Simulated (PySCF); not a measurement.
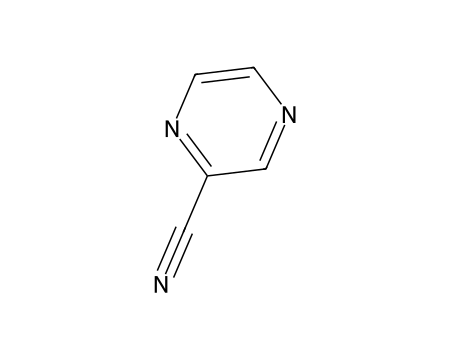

A structural formula.

Transcribe the drawing into SMILES.

N#Cc1cnccn1

Give the formula, hydrogens included.

C5H3N3.

An optimisation with GFN2-xTB gave a structure of which point group?

Cs.

More results for the same structure follow; atom numbers are the same in all pictures, views and colours differ. The computed structure is the end point of a GFN2-xTB optimisation. No frequency run is at hand to confirm it as a minimum.

Geometry

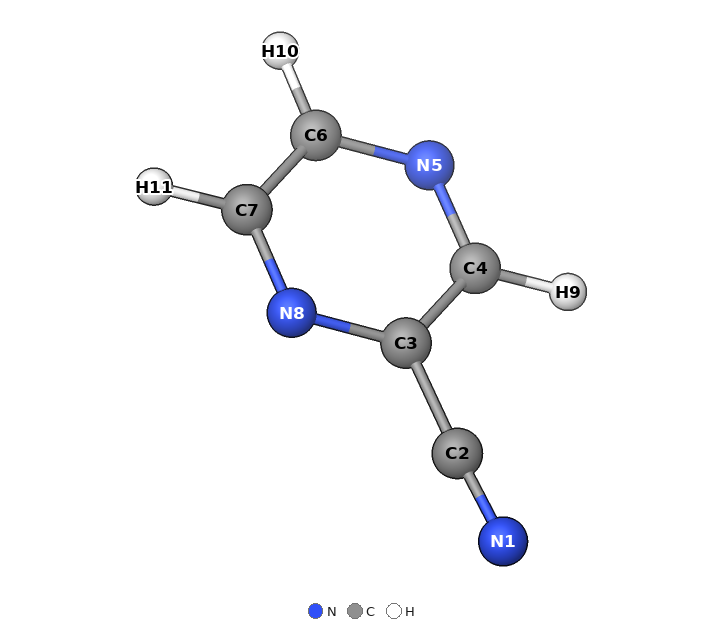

Atoms carry their numbers in the input. No frequency run is at hand to confirm it as a minimum.

Estimate the angles N1–C2–C3, C2–C3–C4, C2–C3–N8, C3–C4–H9, C4–C3–N8, C4–N5–C6, N5–C4–H9, N5–C6–C7, N5–C6–H10, C6–C7–N8, C6–C7–H11, C7–C6–H10.

| angle | degrees |
| --- | --- |
| N1–C2–C3 | 177.1 |
| C2–C3–C4 | 120.0 |
| C2–C3–N8 | 118.8 |
| C3–C4–H9 | 121.9 |
| C4–C3–N8 | 121.2 |
| C4–N5–C6 | 117.6 |
| N5–C4–H9 | 117.0 |
| N5–C6–C7 | 121.4 |
| N5–C6–H10 | 116.4 |
| C6–C7–N8 | 121.6 |
| C6–C7–H11 | 122.2 |
| C7–C6–H10 | 122.2 |

Electronic properties

No frequency run is at hand to confirm it as a minimum. Level of theory: PBE0/def2-SVPD, gas phase (PySCF 2.14.0). Excitations: vertical, linear response.

Estimate the mean static polarisability.

73.5 bohr³.

Give the lowest vertical singlet excitation at this level.

3.82 eV.

Estimate the dipole moment.

4.14 D.

Estimate the HOMO–LUMO gap.

5.49 eV.

Ring current

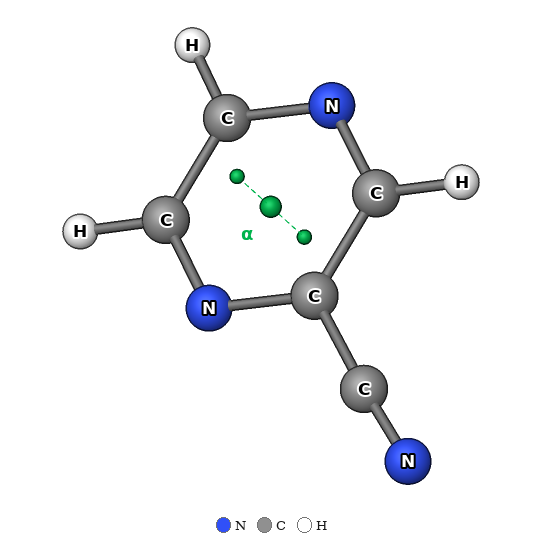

The small points mark where nucleus-independent chemical shifts (NICS) were computed: at the centre of each lettered ring and 1 Å above and below it. No frequency run is at hand to confirm it as a minimum. Method: GIAO PBE0/pcSseg-1 NMR shielding, non-relativistic, gas phase (PySCF 2.14.0).

Give NICS(0), NICS(1) and the out-of-plane component NICS(1)zz for each ring (means of the two sides).

| ring | members | NICS(0) | NICS(1) | NICS(1)zz |
| --- | --- | --- | --- | --- |
| α | C4N2 | −6.2 | −11.2 | −27.8 |

Values in ppm.

What do the values say about the ring currents?

Ring α: diatropic, as in an aromatic ring. NICS is one index among several.

Charges

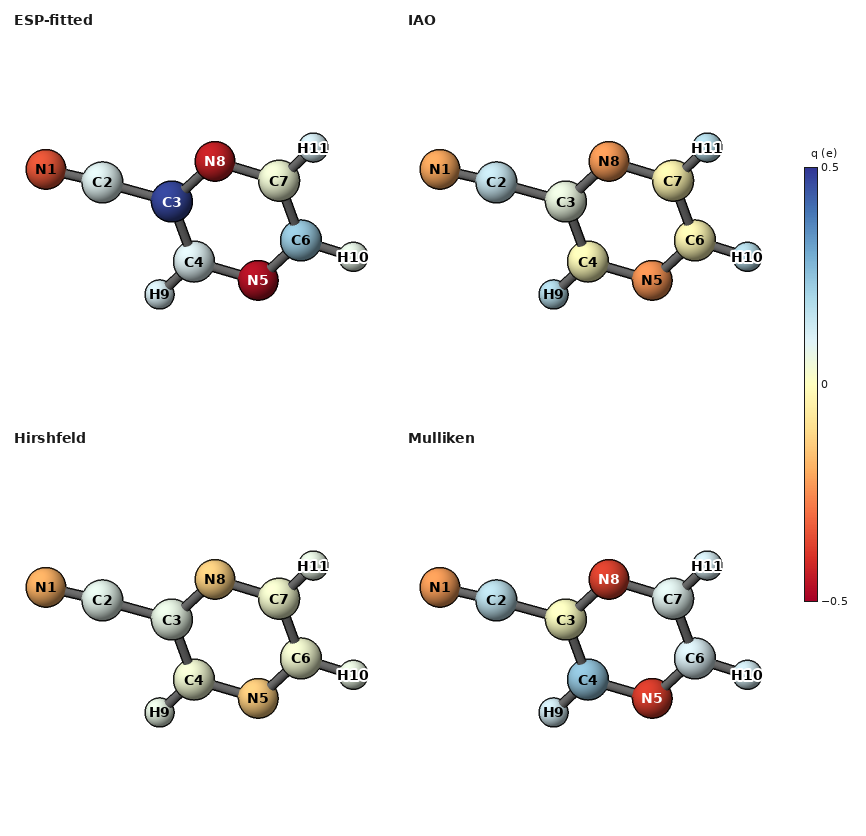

Atomic charges of one calculation by 4 schemes, on one colour scale. No frequency run is at hand to confirm it as a minimum. Computed with PBE0/pcSseg-1 (PySCF 2.14.0).

Which scheme gives the most polar picture (largest mean size of the charges)?

The ESP-fitted charges are the largest in size here, and the Hirshfeld charges the smallest.

On which atom do the schemes disagree most?

On C3 (from 0.01 to 0.47 e).

List the charges (e), one line for each set of equivalent atoms.

| atom | ESP-fitted | IAO | Hirshfeld | Mulliken |
| --- | --- | --- | --- | --- |
| N1 | −0.34 | −0.20 | −0.19 | −0.22 |
| C2 | 0.09 | 0.14 | 0.08 | 0.16 |
| C3 | 0.47 | 0.06 | 0.07 | 0.01 |
| C4 | 0.10 | −0.01 | 0.04 | 0.24 |
| N5 | −0.46 | −0.24 | −0.13 | −0.37 |
| C6 | 0.23 | −0.02 | 0.03 | 0.11 |
| C7 | 0.04 | −0.03 | 0.03 | 0.09 |
| N8 | −0.43 | −0.23 | −0.13 | −0.37 |
| H9 | 0.11 | 0.18 | 0.07 | 0.12 |
| H10 | 0.07 | 0.17 | 0.07 | 0.12 |
| H11 | 0.12 | 0.17 | 0.07 | 0.11 |

Quadrupole coupling

No frequency run is at hand to confirm it as a minimum. Electric field gradients from the ground-state density, PBE0/pcSseg-1 (PySCF 2.14.0), non-relativistic apart from any core potentials.

Give the largest field-gradient component, the quadrupole coupling constant and the asymmetry for 14N at N1 (Q = 20.44 mb), 14N at N5 (Q = 20.44 mb), 14N at N8 (Q = 20.44 mb), 2H at H9 (Q = 2.86 mb), 2H at H10 (Q = 2.86 mb).

```json
{"atom": "N1", "V_zz (a.u.)": "−1.014", "e²qQ/h (MHz)": "−4.87", "η": "0.02"}
{"atom": "N5", "V_zz (a.u.)": "−1.216", "e²qQ/h (MHz)": "−5.84", "η": "0.50"}
{"atom": "N8", "V_zz (a.u.)": "−1.230", "e²qQ/h (MHz)": "−5.91", "η": "0.46"}
{"atom": "H9", "V_zz (a.u.)": "0.315", "e²qQ/h (MHz)": "0.212", "η": "0.06"}
{"atom": "H10", "V_zz (a.u.)": "0.318", "e²qQ/h (MHz)": "0.214", "η": "0.05"}
```

Mulliken values depend strongly on the basis set and can even reverse the polarity of a bond.
